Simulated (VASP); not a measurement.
Band structure of Ta (relaxed from the beta-Sn structure, space group I4_1/amd). Calculation: PBEsol GGA, VASP's PBE PAW potentials (set 64) (plane waves; VASP).

Unless said otherwise, spin-orbit coupling is left out, though it shifts the bands of the heavy elements here.

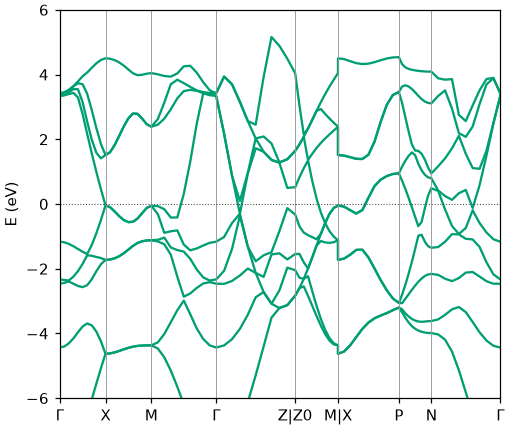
Fig. 1. Bands along high-symmetry lines, zero at the valence-band maximum or, without a gap, the Fermi level

**Question.** Read the plot: is there a gap, and where are the band edges?

**Answer.** It has no gap at this level: it comes out as a metal or semimetal. (Edges off the drawn lines would not show.)

The structure was generated: Ta was put into the beta-Sn type (I4_1/amd), which need not be its known phase. It was relaxed first.
